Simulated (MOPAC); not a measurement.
# Frequency calculation of CH6ClGeN (part 2 of 3)

CH6ClGeN; PM6-D3H4, closed shell, dispersion D3H4 (MOPAC 23.2.5). The geometry was optimised with PM6-D3H4.

Geometry of the input (Å):
```
C  0.0985  1.0206  -0.9772
N  -0.6544  0.3580  0.1151
Ge 0.1701  -0.8616  1.1385
Cl 0.4845  -2.6466  -0.1456
H  0.3487  0.3191  -1.8148
H  -0.5331  1.8580  -1.3746
H  1.0429  1.4600  -0.5671
H  -1.6086  0.1459  -0.1911
H  1.5636  -0.4173  1.4885
H  -0.7901  -1.3347  2.1960
```

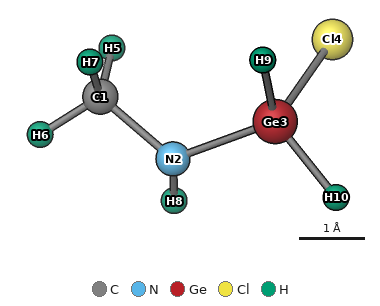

Fig. 1: The structure as given in the input (ball-and-stick view, seen at a tilt; atoms are numbered from 1 in the order of the input). Sticks mark near contacts.

### Log, continued
```
           1   -0.0413    0.0234    0.0005    0.0002   -0.0031    0.0002    0.0023   -0.0192
           2    0.0080    0.0223   -0.0005   -0.0005    0.0243   -0.0415   -0.0052   -0.0007
           3    0.0123    0.0141    0.0002    0.0003   -0.0422   -0.0240   -0.0046    0.0035
           4   -0.0272   -0.0252   -0.0023   -0.0013   -0.0002   -0.0016    0.0191   -0.0053
           5   -0.0137   -0.0233    0.0008   -0.0016    0.0014    0.0004   -0.0399    0.0007
           6   -0.0051   -0.0118    0.0005   -0.0012   -0.0018    0.0008   -0.0306    0.0009
           7    0.0004    0.0011   -0.0089   -0.0030   -0.0000    0.0001   -0.0001   -0.0000
           8   -0.0001   -0.0008    0.0052   -0.0028   -0.0000    0.0001   -0.0006   -0.0000
           9   -0.0004   -0.0010    0.0036   -0.0038    0.0000    0.0000   -0.0002    0.0000
          10    0.0000   -0.0001   -0.0003   -0.0002   -0.0000   -0.0000    0.0000   -0.0000
          11    0.0002    0.0002    0.0002    0.0002   -0.0000   -0.0000    0.0001    0.0000
          12   -0.0002   -0.0002    0.0001   -0.0007   -0.0000   -0.0000   -0.0001   -0.0000
          13    0.2257   -0.0860    0.0007    0.0005    0.2016    0.0317    0.0100    0.1033
          14    0.0282   -0.0340    0.0001    0.0003   -0.1569   -0.0623   -0.0129   -0.0999
          15   -0.0895    0.0316   -0.0005   -0.0008    0.4241    0.0516    0.0225    0.2591
          16    0.2372   -0.1115   -0.0016   -0.0020   -0.0992    0.1280    0.0224    0.0918
          17   -0.0799    0.0534    0.0000   -0.0010   -0.2671    0.3490    0.0491    0.3067
          18   -0.0163    0.0224   -0.0002    0.0003    0.0111   -0.0818   -0.0105   -0.0480
          19    0.1914   -0.2188    0.0007    0.0002   -0.0610   -0.1573   -0.0131    0.1036
          20    0.0700   -0.0759    0.0009   -0.0006    0.1194    0.2316    0.0146   -0.1951
          21    0.0524   -0.0124    0.0007   -0.0005    0.0945    0.3309    0.0212   -0.2548
          22    0.1902    0.4193   -0.0002   -0.0055    0.0015    0.0126   -0.3015    0.0063
          23    0.0832    0.1727    0.0094   -0.0072   -0.0029   -0.0356    0.6006   -0.0117
          24    0.0131    0.0243    0.0008    0.0038   -0.0024   -0.0286    0.4642   -0.0094
          25   -0.0076   -0.0107    0.1885   -0.2256   -0.0001   -0.0003   -0.0005    0.0002
          26   -0.0050   -0.0084   -0.3152    0.3258    0.0002    0.0008    0.0039    0.0001
          27    0.0030    0.0060   -0.3011    0.3040   -0.0001    0.0004    0.0026   -0.0001
          28    0.0002    0.0013    0.4902    0.4677    0.0003    0.0008   -0.0051    0.0010
          29    0.0010    0.0014   -0.0784   -0.0946    0.0000   -0.0001    0.0001    0.0007
          30   -0.0007   -0.0011    0.0296    0.0066   -0.0001   -0.0000   -0.0005   -0.0000

           MASS-WEIGHTED COORDINATE ANALYSIS (NORMAL COORDINATES)

   Root No.       1         2         3         4         5         6         7         8

                 1 A       2 A       3 A       4 A       5 A       6 A       7 A       8 A

                  79.5     119.5     179.7     297.9     347.4     480.6     544.6     609.0

           1   -0.0047    0.0358    0.0044    0.3333    0.0066   -0.1293    0.2369   -0.1053
           2   -0.2514    0.1104   -0.0511    0.4797    0.0089   -0.0466    0.0783   -0.0153
           3    0.5393   -0.0016   -0.0533    0.0496   -0.0049    0.0452    0.0260    0.0163
           4   -0.0094    0.0423    0.0104    0.3599    0.0048   -0.1200    0.1386   -0.0758
           5   -0.0624    0.0157   -0.0977   -0.2946   -0.0125    0.1400    0.6600    0.1169
           6   -0.1527   -0.2539    0.6476   -0.0041    0.0109   -0.1013   -0.2302   -0.0488
           7   -0.3016    0.0154   -0.0766   -0.3098   -0.0811    0.2414   -0.2224    0.0577
           8   -0.0157    0.1121   -0.1256   -0.1703    0.2363   -0.0831   -0.2872   -0.0046
           9   -0.1499    0.1498   -0.2465   -0.0239   -0.5258   -0.0566    0.0049    0.0007
          10    0.4648   -0.0673    0.0899    0.0115    0.1094   -0.0946    0.0076    0.0572
          11    0.2512   -0.2697    0.2945    0.0397   -0.3260    0.0421   -0.0380   -0.0397
          12   -0.0868   -0.0419   -0.0346   -0.0035    0.7315    0.0460    0.0785   -0.0143
          13   -0.1450   -0.0370    0.1179    0.1388   -0.0009   -0.0730    0.0084   -0.0366
          14   -0.0448    0.4996    0.2335    0.1429    0.0051   -0.0220    0.0042   -0.0095
          15    0.2320    0.2013    0.0284   -0.0046    0.0021    0.0267    0.0223    0.0057
          16    0.0632   -0.0196   -0.0532   -0.0695   -0.0028    0.0074    0.1693    0.0001
          17   -0.0954   -0.0364   -0.0451    0.2073    0.0043   -0.0270   -0.0118   -0.0148
          18    0.1523   -0.4832   -0.3206    0.0893   -0.0011    0.0174   -0.0065   -0.0030
          19    0.0853    0.0894   -0.0683    0.1924    0.0083   -0.0357    0.0333   -0.0450
          20   -0.1296   -0.3553   -0.2116    0.2454    0.0022   -0.0307   -0.0208   -0.0187
          21    0.2373    0.3280    0.1049   -0.0200    0.0022    0.0265    0.0291    0.0080
          22   -0.0518   -0.0219    0.0748    0.0212   -0.0006   -0.0028    0.1772    0.0042
          23    0.0287    0.0716   -0.1354   -0.0608   -0.0030   -0.0963   -0.1178   -0.1247
          24   -0.1229   -0.1675    0.3459   -0.0615    0.0032    0.1661    0.3887    0.2062
          25   -0.0624   -0.0289   -0.0007   -0.2163    0.0102   -0.5204    0.1386   -0.2213
          26   -0.0175   -0.0080    0.0300   -0.0902   -0.0439    0.0142    0.1475   -0.4950
          27   -0.0198    0.0176   -0.0669   -0.0448    0.0394   -0.3785   -0.0768    0.3690
          28   -0.0353    0.0049   -0.0076    0.0020   -0.0154    0.0303   -0.0191    0.1153
          29    0.0021    0.0367   -0.0117    0.2070   -0.0206    0.2559   -0.0698    0.5540
          30    0.0157    0.0331   -0.0248    0.1088    0.0543    0.5705   -0.0960   -0.3816

   Root No.       9        10        11        12        13        14        15        16

                 9 A      10 A      11 A      12 A      13 A      14 A      15 A      16 A

                 698.5     733.6     815.6    1067.5    1114.7    1219.4    1341.4    1342.4

           1   -0.0285    0.0713   -0.0930   -0.0463    0.0506   -0.6653    0.0420   -0.0309
           2    0.0151    0.0481   -0.0608   -0.1421    0.3640    0.0532   -0.2439   -0.0347
           3   -0.0260   -0.0066   -0.0089    0.3868    0.1086   -0.0032    0.0261   -0.2450
           4    0.0282    0.0635   -0.0543    0.0762   -0.0229    0.6911   -0.0325   -0.0044
           5    0.1478    0.3008   -0.2128    0.0749   -0.2640    0.0119   -0.0318    0.0103
           6    0.1998    0.2199   -0.1588   -0.1960   -0.1082   -0.0160   -0.0018   -0.0145
           7   -0.0355   -0.0604   -0.0167   -0.0004    0.0004   -0.0208    0.0004   -0.0001
           8   -0.1878   -0.1522    0.0374    0.0078    0.0513   -0.0164    0.0026    0.0025
           9   -0.0271   -0.1033   -0.0031   -0.0061    0.0151   -0.0004   -0.0015    0.0004
          10    0.0314   -0.0252   -0.0010    0.0011   -0.0001    0.0001    0.0009    0.0001
          11   -0.0153    0.0241    0.0132   -0.0011    0.0013   -0.0020    0.0001   -0.0002
          12    0.1026   -0.0958   -0.0244    0.0037   -0.0014    0.0023   -0.0006   -0.0000
          13    0.0080    0.0281   -0.0575    0.6367   -0.0350   -0.1547   -0.1417    0.3012
          14   -0.0429   -0.0424    0.0304    0.0688   -0.1667    0.0058    0.5903    0.3563
          15   -0.0316   -0.0264    0.0320   -0.1976   -0.0500    0.0191    0.2958   -0.0003
          16    0.1101    0.1635   -0.1299   -0.3191    0.5669   -0.0001    0.2687    0.0386
          17   -0.0459   -0.0465    0.0293    0.0413   -0.1521   -0.0141   -0.0858    0.0993
          18   -0.0317   -0.0318    0.0306   -0.1965   -0.0864    0.0200    0.0500    0.7063
          19   -0.1221   -0.1191    0.1129   -0.3745   -0.4899   -0.1256   -0.2056   -0.1741
          20   -0.0455   -0.0514    0.0370    0.0603   -0.1867   -0.0024    0.4238   -0.3721
          21   -0.0293   -0.0219    0.0274   -0.1716   -0.0287    0.0063   -0.4167    0.1937
          22   -0.0770   -0.0485    0.0647   -0.0946   -0.1930    0.1747    0.0480   -0.0500
          23    0.3294    0.2781   -0.2124   -0.0454   -0.2451    0.0037    0.0114   -0.0268
          24   -0.3879   -0.2568    0.2212   -0.0302    0.0804    0.0169    0.0037   -0.0015
          25    0.0786    0.1642    0.5953    0.0252    0.0586    0.0020   -0.0020    0.0070
          26    0.3434   -0.2965    0.2611    0.0140    0.0420   -0.0047   -0.0012    0.0037
          27   -0.3066    0.4388    0.1532   -0.0002   -0.0115    0.0003    0.0007   -0.0011
          28    0.1108   -0.0091    0.0855   -0.0005    0.0005   -0.0004    0.0001    0.0003
          29    0.5427    0.0204    0.4616    0.0122   -0.0071   -0.0652   -0.0003    0.0008
          30   -0.2468    0.5458    0.3291    0.0217    0.0045   -0.0023   -0.0008   -0.0002

   Root No.      17        18        19        20        21        22        23        24

                17 A      18 A      19 A      20 A      21 A      22 A      23 A      24 A

                1411.3    1432.1    2312.8    2377.5    2634.8    2644.6    2788.6    2822.5

           1   -0.2873    0.1431    0.0026    0.0009   -0.0175    0.0010    0.0096   -0.1189
           2    0.0554    0.1363   -0.0026   -0.0022    0.1360   -0.2353   -0.0214   -0.0043
           3    0.0855    0.0864    0.0010    0.0012   -0.2357   -0.1361   -0.0189    0.0215
           4   -0.2040   -0.1664   -0.0125   -0.0072   -0.0011   -0.0100    0.0842   -0.0357
           5   -0.1030   -0.1541    0.0043   -0.0084    0.0086    0.0023   -0.1760    0.0045
           6   -0.0384   -0.0776    0.0028   -0.0067   -0.0108    0.0052   -0.1351    0.0057
           7    0.0076    0.0166   -0.1089   -0.0362   -0.0004    0.0010   -0.0008   -0.0005
           8   -0.0018   -0.0118    0.0632   -0.0346   -0.0004    0.0011   -0.0058   -0.0005
           9   -0.0075   -0.0143    0.0436   -0.0464    0.0002    0.0003   -0.0020    0.0002
          10    0.0003   -0.0006   -0.0026   -0.0014   -0.0003   -0.0000    0.0001   -0.0001
          11    0.0020    0.0018    0.0016    0.0018   -0.0001   -0.0001    0.0005    0.0002
          12   -0.0020   -0.0021    0.0010   -0.0064   -0.0002   -0.0001   -0.0009   -0.0003
          13    0.4547   -0.1522    0.0010    0.0008    0.3263    0.0521    0.0118    0.1851
          14    0.0569   -0.0603    0.0001    0.0004   -0.2539   -0.1025   -0.0153   -0.1790
          15   -0.1803    0.0559   -0.0007   -0.0012    0.6863    0.0849    0.0266    0.4643
          16    0.4778   -0.1974   -0.0022   -0.0030   -0.1605    0.2105    0.0265    0.1644
          17   -0.1610    0.0945    0.0000   -0.0014   -0.4322    0.5737    0.0581    0.5495
          18   -0.0328    0.0396   -0.0004    0.0004    0.0180   -0.1345   -0.0124   -0.0860
          19    0.3855   -0.3874    0.0010    0.0003   -0.0988   -0.2586   -0.0155    0.1856
          20    0.1410   -0.1345    0.0013   -0.0009    0.1932    0.3808    0.0173   -0.3495
          21    0.1055   -0.0220    0.0010   -0.0007    0.1530    0.5441    0.0251   -0.4565
          22    0.3831    0.7425   -0.0003   -0.0079    0.0024    0.0207   -0.3571    0.0112
          23    0.1676    0.3058    0.0135   -0.0105   -0.0047   -0.0586    0.7115   -0.0210
          24    0.0264    0.0430    0.0012    0.0056   -0.0039   -0.0470    0.5499   -0.0169
          25   -0.0153   -0.0190    0.2717   -0.3258   -0.0002   -0.0005   -0.0006    0.0003
          26   -0.0100   -0.0148   -0.4541    0.4704    0.0003    0.0013    0.0046    0.0001
          27    0.0061    0.0106   -0.4339    0.4389   -0.0001    0.0006    0.0031   -0.0002
          28    0.0003    0.0024    0.7064    0.6754    0.0005    0.0013   -0.0060    0.0018
          29    0.0019    0.0025   -0.1130   -0.1366    0.0000   -0.0001    0.0001    0.0012
          30   -0.0013   -0.0019    0.0427    0.0095   -0.0001   -0.0001   -0.0006   -0.0000

          DESCRIPTION OF VIBRATIONS

 VIBRATION          1    1A           ATOM PAIR      ENERGY CONTRIBUTION    RADIAL
 FREQUENCY            79.46         C  1 -- N  2         +22.7% (713.8%)      0.0%
 TRANSITION DIPOLE   0.3893         C  1 -- Ge 3         +21.4% (693.6%)      2.2%
 TRAVEL (Ang.)       0.3971         C  1 -- H  7         +18.8% (650.4%)     31.1%
 REDUCED MASS        5.3827         C  1 -- H  6         +17.3% (623.2%)     29.0%
 EFFECTIVE MASS    408.5277         C  1 -- H  5         +15.7% (593.8%)     95.7%
 FORCE CONSTANT      0.0200

 VIBRATION          2    2A           ATOM PAIR      ENERGY CONTRIBUTION    RADIAL
 FREQUENCY           119.55         C  1 -- H  5         +31.5% (449.4%)      0.1%
 TRANSITION DIPOLE   0.1604         C  1 -- H  7         +30.9% (445.1%)      0.3%
 TRAVEL (Ang.)       0.9887         C  1 -- H  6         +27.5% (420.0%)      2.5%
 REDUCED MASS        0.5770         C  1 -- N  2          +3.6% (152.1%)      0.1%
 EFFECTIVE MASS     35.9675
 FORCE CONSTANT      0.0049

 VIBRATION          3    3A           ATOM PAIR      ENERGY CONTRIBUTION    RADIAL
 FREQUENCY           179.73         N  2 -- Ge 3         +20.4% (189.5%)      0.6%
 TRANSITION DIPOLE   0.3575         C  1 -- N  2         +20.4% (189.4%)      0.0%
 TRAVEL (Ang.)       0.3303         C  1 -- H  6         +18.4% (179.7%)      1.2%
 REDUCED MASS        3.4391         C  1 -- H  5         +16.0% (167.5%)      0.4%
 EFFECTIVE MASS     48.4601         C  1 -- H  7         +11.8% (143.7%)      4.9%
 FORCE CONSTANT      0.0655

 VIBRATION          4    4A           ATOM PAIR      ENERGY CONTRIBUTION    RADIAL
 FREQUENCY           297.88         C  1 -- N  2         +19.6% (209.8%)      0.1%
 TRANSITION DIPOLE   0.3153         C  1 -- Ge 3         +17.1% (196.0%)     95.2%
 TRAVEL (Ang.)       0.2644         C  1 -- H  7         +15.9% (189.1%)     24.0%
 REDUCED MASS        3.2393         C  1 -- H  5         +15.1% (184.5%)      0.1%
 EFFECTIVE MASS     45.0078         C  1 -- H  6         +12.7% (169.2%)     62.6%
 FORCE CONSTANT      0.1693

 VIBRATION          5    5A           ATOM PAIR      ENERGY CONTRIBUTION    RADIAL
 FREQUENCY           347.38         Ge 3 -- Cl 4         +61.1% (101.2%)    100.0%
 TRANSITION DIPOLE   4.6344         Ge 3 -- H  9         +10.2% ( 41.3%)      4.1%
 TRAVEL (Ang.)       0.0909         Ge 3 -- H 10         +10.1% ( 41.1%)      4.4%
 REDUCED MASS       23.4687         N  2 -- Ge 3          +9.2% ( 39.2%)      8.5%
 EFFECTIVE MASS     47.1912
 FORCE CONSTANT      1.6686

 VIBRATION          6    6A           ATOM PAIR      ENERGY CONTRIBUTION    RADIAL
 FREQUENCY           480.56         Ge 3 -- H  9         +34.4% ( 90.5%)      5.3%
 TRANSITION DIPOLE   0.3989         Ge 3 -- H 10         +31.5% ( 86.5%)     11.0%
 TRAVEL (Ang.)       0.4455         N  2 -- H  8          +5.9% ( 37.4%)      1.8%
 REDUCED MASS        0.7070         C  1 -- Ge 3          +5.5% ( 36.1%)     56.1%
 EFFECTIVE MASS      5.5276
 FORCE CONSTANT      0.0962

 VIBRATION          7    7A           ATOM PAIR      ENERGY CONTRIBUTION    RADIAL
 FREQUENCY           544.63         N  2 -- Ge 3         +26.9% (103.1%)     92.8%
 TRANSITION DIPOLE   1.9643         C  1 -- N  2         +22.7% ( 94.8%)      2.3%
 TRAVEL (Ang.)       0.1579         N  2 -- H  8         +20.5% ( 90.1%)      4.1%
 REDUCED MASS        4.9687         C  1 -- Ge 3          +6.8% ( 52.0%)     99.1%
 EFFECTIVE MASS     19.2984
 FORCE CONSTANT      0.8684

 VIBRATION          8    8A           ATOM PAIR      ENERGY CONTRIBUTION    RADIAL
 FREQUENCY           608.98         Ge 3 -- H 10         +40.4% ( 73.5%)      0.8%
 TRANSITION DIPOLE   0.3389         Ge 3 -- H  9         +38.5% ( 71.7%)      0.2%
 TRAVEL (Ang.)       0.5143         N  2 -- H  8          +6.2% ( 28.7%)      1.8%
 REDUCED MASS        0.4186         C  1 -- N  2          +2.9% ( 19.7%)      3.8%
 EFFECTIVE MASS      1.6143
 FORCE CONSTANT      0.0915
```
